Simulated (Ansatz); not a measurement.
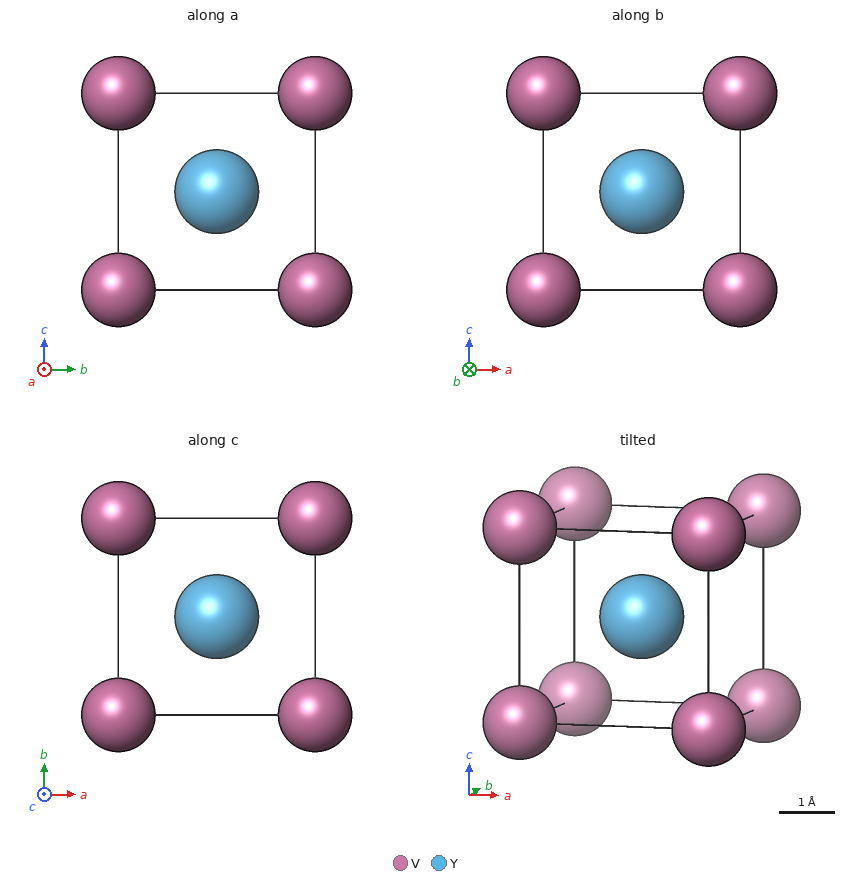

Spheres-only representation of a periodic structure, projected along the a axis, along the b axis, along the c axis and slightly off an axis. Lines trace the edges of the conventional unit cell.

Lattice parameters: a = 3.616 Å, b = 3.616 Å, c = 3.616 Å, α = 90.00°, β = 90.00°, γ = 90.00°. Put a along x and b in the xy plane.

**Set out the cell and atoms as a POSCAR file.**

```
V Y
1.0
     3.616    0.000    0.000
     0.000    3.616    0.000
     0.000    0.000    3.616
V Y
1 1
Direct
  0.0000 0.0000 0.0000
  0.5000 0.5000 0.5000
```

Starting structure: a structure type filled with these elements by a generator (whether the compound takes this form wasn't checked). Earlier steps of the study may have refined or changed the cell and positions. It went into a calculation with Ansatz.
